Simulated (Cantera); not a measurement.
A closed system holds: 1 mol Si, a varied amount of N2O, 99 mol N2, equilibrated at 1577 °C and 0.250 bar.

Method: chemical equilibrium by Gibbs-energy minimisation in Cantera with the NASA 1993 tables (ideal gas, pure condensed phases). Candidate condensed phases: Si, SiO2, Si2N2O, Si3N4; 16 gas species. Mutual solubility and eutectic melting of coexisting phases are not modelled. The tables hold silica as quartz up to 1696 K and as liquid above; real silica turns to tridymite and cristobalite and melts near 1996 K. Rates play no part.

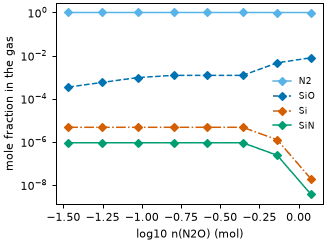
Figure: Equilibrium gas composition (values under 1e-9 drawn at 1e-9)

From 0.034 mol N2O to 0.094 mol N2O the condensed part is Si3N4(s). From 0.16 mol N2O to 0.44 mol N2O the condensed part is Si2N2O(s) + Si3N4(s). At 0.73 mol N2O the condensed part is Si2N2O(s). At 1.2 mol N2O the condensed part is SiO2(condensed). The main Si-bearing gas is SiO throughout. The share of Si in condensed phases is highest at 0.034 mol N2O (96.5 %) and lowest at 1.2 mol N2O (20.0 %).
